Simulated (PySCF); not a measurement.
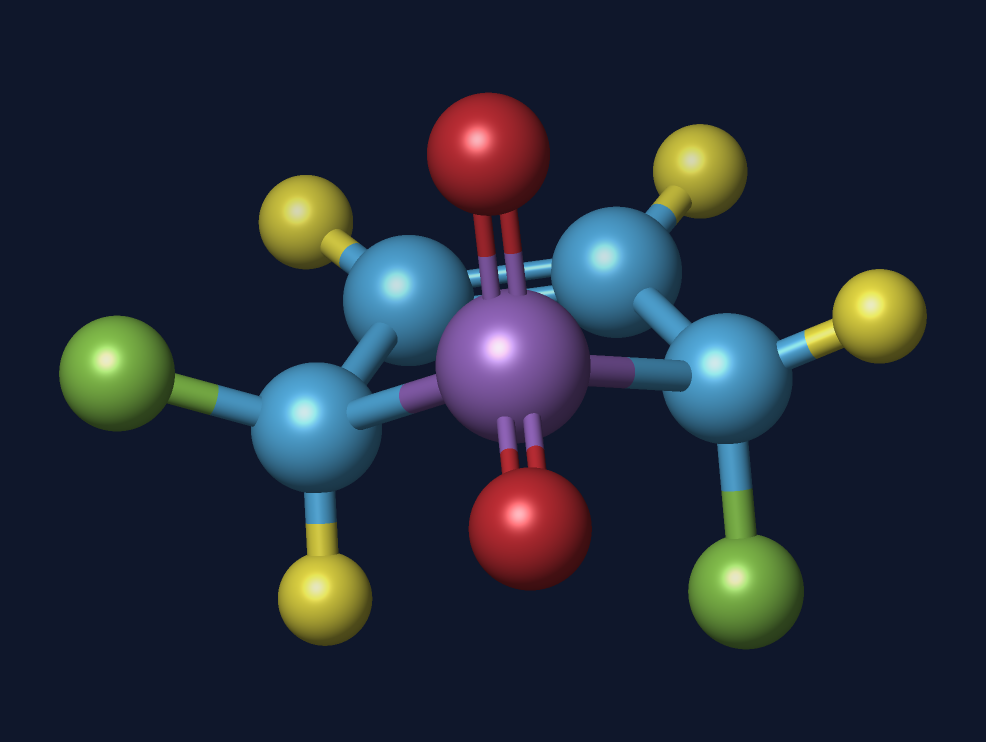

Rendered structure (ball-and-stick style). Multiple sticks mark multiple bonds (one Kekulé form). Colours: oxygen red, sulfur purple, carbon blue, fluorine green, hydrogen yellow.

Computed geometry: GFN2-xTB optimisation. No frequency run is at hand to confirm it as a minimum.

Describe the molecule.

Formula C₄H₄F₂O₂S. SMILES: `O=S1(=O)[C@@H](F)C=C[C@@H]1F`. Independent rings (smallest set): 1 of 5 members. Among its groups: alkene, sulfone, C–F bond. The point group is C1. Coordination, clear cases only: 2 C tetrahedral; 2 C trigonal planar.

More results for the same structure follow; atom numbers are the same in all pictures, views and colours differ.

### Geometry

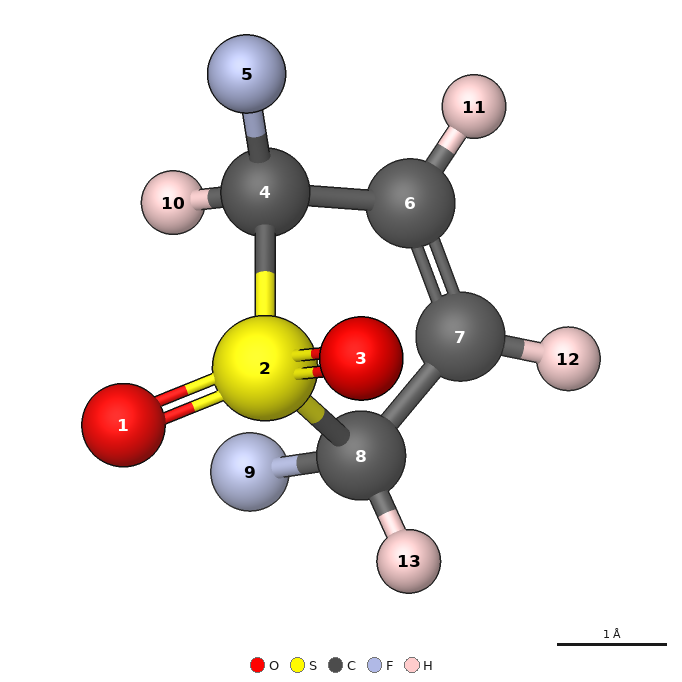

Numbered structure. No frequency run is at hand to confirm it as a minimum.

Which atoms are bonded, and how long are the bonds?

| bond | length (Å) | order |
| --- | --- | --- |
| O1–S2 | 1.426 | double |
| S2–O3 | 1.428 | double |
| S2–C4 | 1.898 | single |
| S2–C8 | 1.888 | single |
| C4–F5 | 1.352 | single |
| C4–C6 | 1.470 | single |
| C4–H10 | 1.092 | single |
| C6–C7 | 1.334 | double |
| C6–H11 | 1.078 | single |
| C7–C8 | 1.473 | single |
| C7–H12 | 1.077 | single |
| C8–F9 | 1.370 | single |
| C8–H13 | 1.089 | single |

### Polarisability

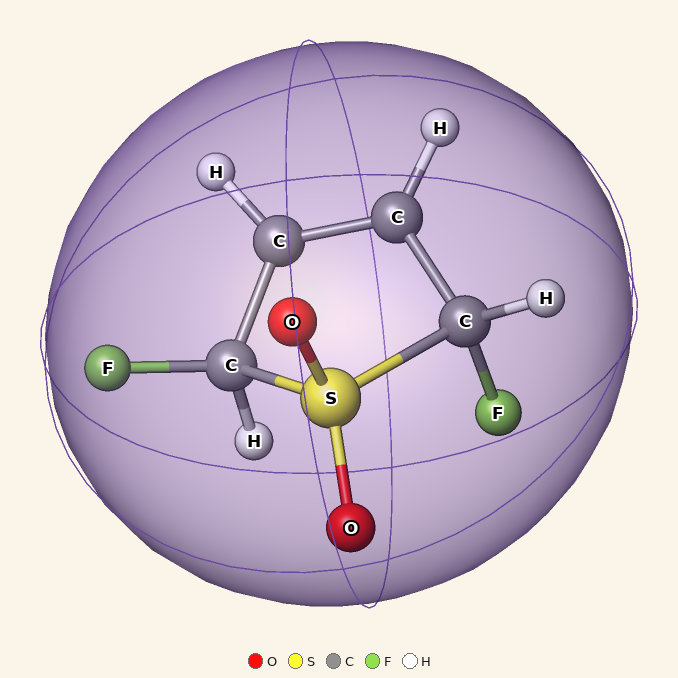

The ellipsoid shows the static dipole polarisability: its half-axes are proportional to the principal values. No frequency run is at hand to confirm it as a minimum. Computed with PBE0/def2-SVPD (PySCF 2.14.0).

Question: Give the principal values, the mean and the anisotropy.

Answer: Principal values 61.2, 75.1, 76.5 bohr³; mean 70.9 bohr³ (10.51 Å³); anisotropy 14.7 bohr³, so the longest axis is 1.25 times the shortest.

### NMR shielding

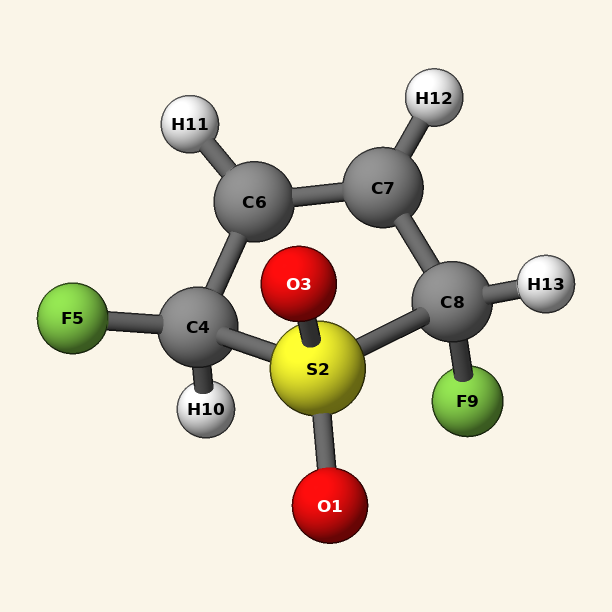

No frequency run is at hand to confirm it as a minimum. Properties computed with GIAO PBE0/pcSseg-1 NMR shielding, non-relativistic, gas phase (PySCF 2.14.0). Principal shieldings σ11 ≤ σ22 ≤ σ33, span Ω = σ33 − σ11, skew κ = 3(σiso − σ22)/Ω.

Give the shielding tensors of the S atoms.

```json
{"atom": "S2", "σ11": "41.0", "σ22": "88.0", "σ33": "226.1", "σiso": "118.4", "Ω": "185.1", "κ": "0.49"}
```

Shieldings and span in ppm.

### Excitation

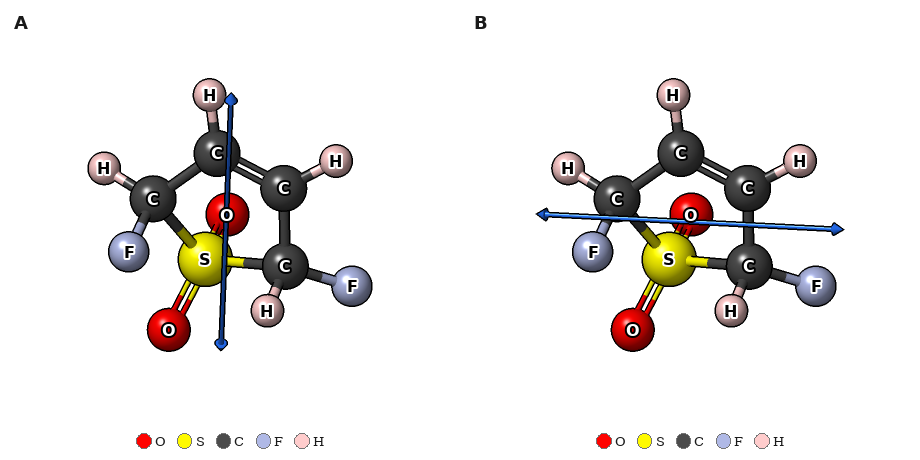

The double arrows show the directions of two transition dipoles from the ground state (lengths mean nothing). No frequency run is at hand to confirm it as a minimum. Level of theory: TDDFT PBE0/def2-SVPD, vertical, gas phase, core orbitals frozen in the response (PySCF 2.14.0).

Question: One belongs to singlet state 1 and one to singlet state 2. Which is which?

Answer: A: state 1, 5.37 eV (231 nm), oscillator strength 0.035, mainly HOMO → LUMO (weight 0.95).
B: state 2, 6.12 eV (203 nm), oscillator strength 0.025, mainly HOMO−1 → LUMO (weight 0.78).

### Charges

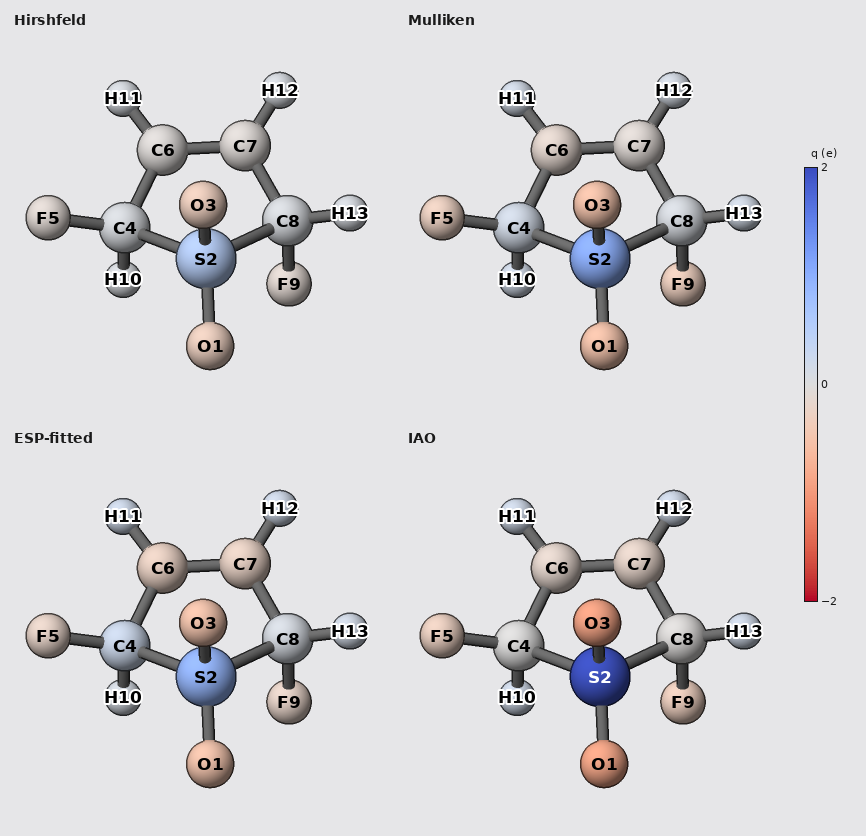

Atomic charges of one calculation by 4 schemes, on one colour scale. No frequency run is at hand to confirm it as a minimum. Level of theory: PBE0/pcSseg-1 (PySCF 2.14.0).

Question: Which scheme gives the most polar picture (largest mean size of the charges)?

Answer: The IAO charges are the largest in size here, and the Hirshfeld charges the smallest.

Question: On which atom do the schemes disagree most?

Answer: On S2 (from 0.49 to 1.91 e).

List the charges (e), one line for each set of equivalent atoms.

```
atom  Hirshfeld  Mulliken  ESP-fitted    IAO
  O1      −0.29     −0.49       −0.47  −0.84
  S2       0.49      0.96        0.87   1.91
  O3      −0.31     −0.50       −0.48  −0.86
  C4       0.05      0.15        0.23  −0.01
  F5      −0.08     −0.28       −0.19  −0.28
  C6      −0.04     −0.13       −0.24  −0.14
  C7      −0.05     −0.07       −0.23  −0.17
  C8       0.05      0.07        0.08  −0.03
  F9      −0.10     −0.30       −0.20  −0.30
 H10       0.06      0.17        0.09   0.18
 H11       0.07      0.14        0.20   0.18
 H12       0.07      0.12        0.18   0.18
 H13       0.07      0.15        0.15   0.18
```

Mulliken values depend strongly on the basis set and can even reverse the polarity of a bond.
